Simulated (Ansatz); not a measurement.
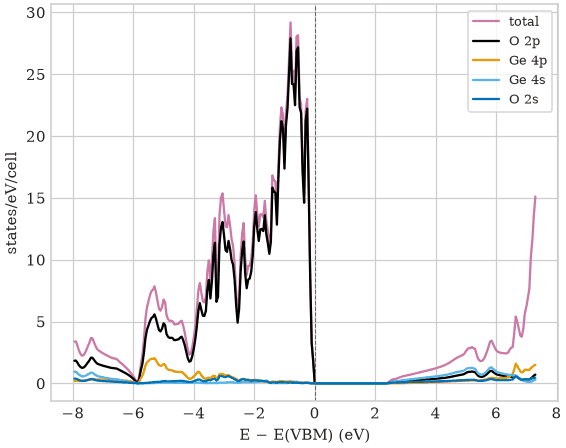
Figure: Total and projected density of states of CaGeO$_{3}$ in space group Pnma (No. 62; Ca on 4c, Ge on 4b, O on 8d, O on 4c), plane-wave PAW PBEsol (Ansatz code)

Q: Which orbitals carry the states next to the gap?

A: Top 1 eV of the valence band: O 2p 96 %. Bottom 1 eV of the conduction band: Ge 4s 44 %, O 2p 34 %, O 2s 16 %. Projections are on Löwdin-orthogonalised atomic valence shells; empty p or d shells of many metals are not among them.

Q: Where is the tallest occupied peak in this window, and what makes it?

A: Near -0.8 eV, about 29 states/eV per cell; the largest projected share is O 2p.

The workflow started from a Materials Project entry (that database holds measured and hypothetical structures alike); the Crystallography Open Database files this formula in space group No. 62, but the cells were not matched. Whether it is the stable phase at ambient conditions was not checked. The PBEsol relaxation kept the symmetry of its start; its stability against distortions is not shown here. Scalar-relativistic: spin–orbit coupling is off unless named, which matters more the heavier the elements.

Potentials: the later of the program's two PAW sets.
